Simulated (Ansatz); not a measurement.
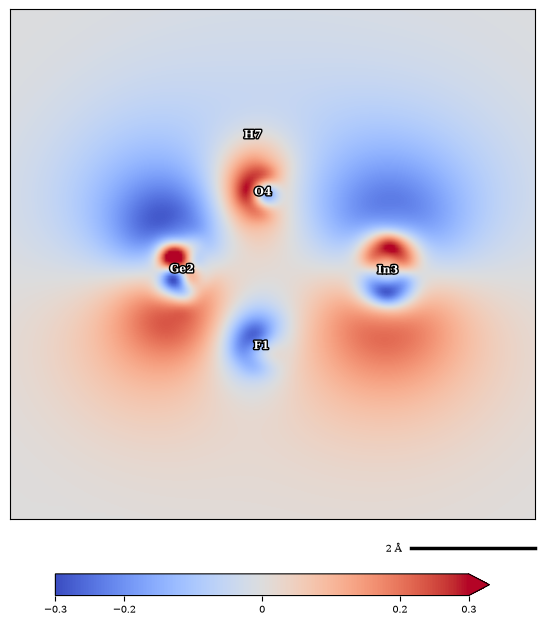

Figure 1: FGeH5InO (charge +1). One frontier orbital on the plane of atoms Ge2, O4 and In3 (values in Å⁻³ᐟ²; the overall sign is arbitrary).

Geometry: PBE0-D3(BJ)/def2-SVP; core potentials replace the inner electrons of In.

Theory: isolated molecule in a Gaussian basis; Kohn-Sham density functional theory, functional PBE0 (Ansatz 0.2.0).

```xyz
9

F    -0.9547   -0.2387   -0.8528
Ge   -0.0361   -1.3993    0.1496
In   -1.7152    1.4261    0.6608
O    -0.4506   -0.3629    1.5747
H    -0.4761    2.5350    0.4012
H    -3.2666    0.8412    0.9553
H    -0.3865   -0.6918    2.4821
H    -0.7931   -2.7188    0.1732
H     1.4285   -1.2628   -0.2328
```

Question: Which orbital is it: HOMO or LUMO?

Answer: The LUMO, at −6.04 eV. By Hirshfeld shares it lies mainly on In3 (about 45 %) and Ge2 (about 30 %).
